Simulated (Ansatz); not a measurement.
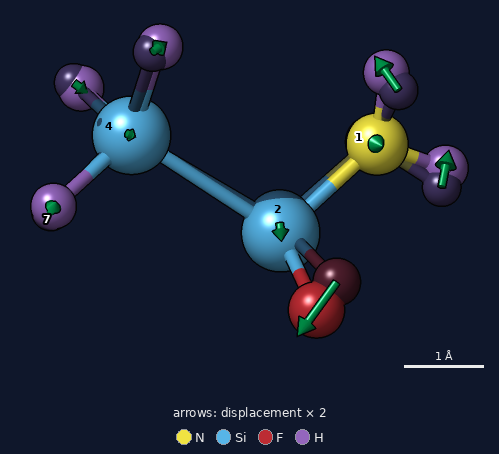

A relaxation of Si2NH5F (multiplicity 2) (coarse preliminary run). The starting structure is drawn faded, the final one solid; green arrows show the displacements, 2 times their true length. The two geometries are superimposed by the best rigid fit.

Style: ball-and-stick. Shown at a tilt.

The start comes from a force field.

These are results of UKS PBE-D4/def2-SVP in Ansatz, not measurements. (force threshold 0.03 eV/Å; at most 200 steps)

Atoms of which element are displaced furthest, and by how much?

Fluorine: up to 0.44 Å, against 0.29 Å for hydrogen.

What happened in the run?

After 11 accepted moves (13 points after the start) the energy has fallen by 43.9 kJ/mol. The largest force component goes from 2.9 to 0.018 eV/Å. The line search rejected the trial steps at points 5, 12 of the run. The atom that moves furthest after the best rigid fit is the F atom (0.44 Å). By element the largest moves are F 0.44 Å, H 0.29 Å, N 0.15 Å, Si 0.13 Å. Near-neighbour distances that change, for instance: N–Si 1.659 → 1.731 Å, H–N 1.078 → 1.023 Å, F–Si 1.607 → 1.662 Å, H–Si 1.554 → 1.505 Å. Among the angles between lasting bonds that change: Si–N–H 108.4° → 121.8°, N–Si–F 103.4° → 113.4°, H–N–H 101.4° → 111.4°.
